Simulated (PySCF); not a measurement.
# H₂Hf (charge +2): what the fields show

Input

```
mol = gto.M(atom='''
Hf    -0.00000     0.00000    -0.27772
H      1.31079    -0.00000     0.91013
H     -1.31079     0.00000     0.91013''',
    basis={'Hf': 'def2-SVP', 'H': 'def2-SVP'},
    ecp={'Hf': 'def2-SVP'},
    charge=2, spin=0)
mf = dft.RKS(mol, xc='PBE0')
mf.grids.atom_grid = (75, 302)  # f atoms: at least (60, 302), unpruned
mf = mf.density_fit()  # Hf def2-universal-JKFIT, H def2-universal-JKFIT
mf.conv_tol = 1e-09; mf.max_cycle = 55
mf.kernel(dm0)
```

Launched as:

```sh
OMP_NUM_THREADS=2 python run.py
```

Core potentials replace the inner electrons of Hf.

Level of theory: PySCF, RKS PBE0, Hf def2-SVP with ECP60, H def2-SVP; non-relativistic Hamiltonian with scalar-relativistic core potentials where named; density fitting.

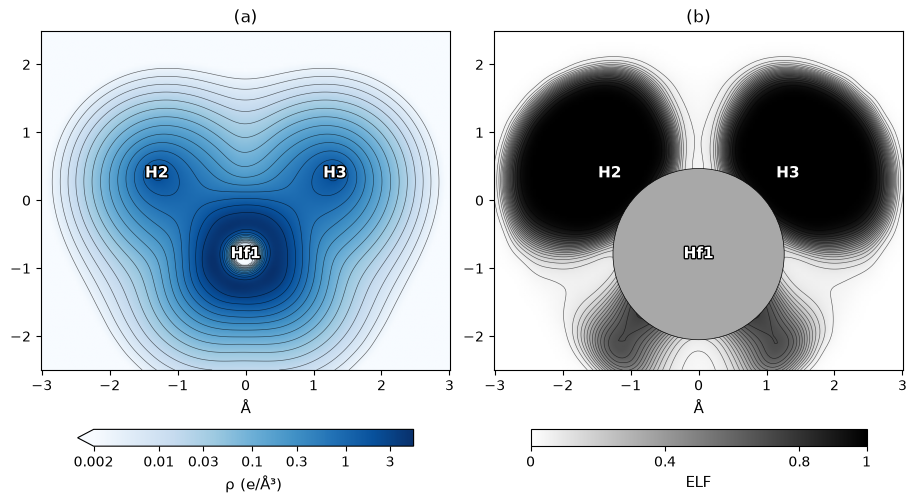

Figure 1. (a) electron density; (b) ELF on the molecular plane. Grey discs cover the atomic cores in the ELF map.

Question: Describe what can be read from this map.

Answer: The plane passes through Hf and H nuclei. Hf–H (1.77 Å): ρ at the midpoint is about 1.3 e/Å³; the ELF climbs to about 1 towards the hydrogen.

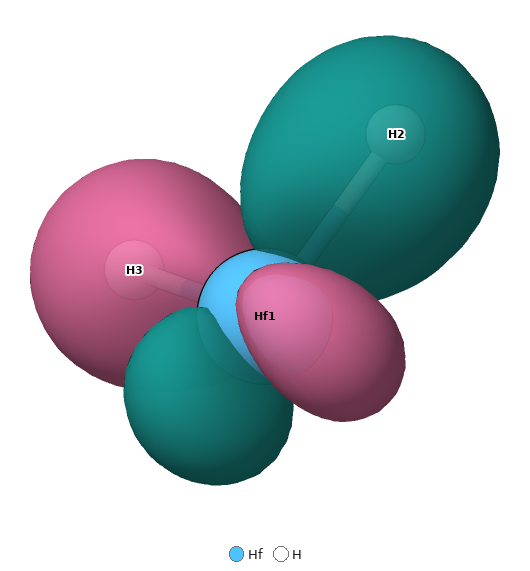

Figure 2. The HOMO at ±0.15 Å⁻³ᐟ² (teal and pink are the two phases), seen at an oblique angle.

Question: Where does this orbital lie, and at what energy?

Answer: By Hirshfeld shares it lies mainly on Hf1 (about 55 %), H2 (about 25 %) and H3 (about 25 %). Its energy is −21.97 eV.
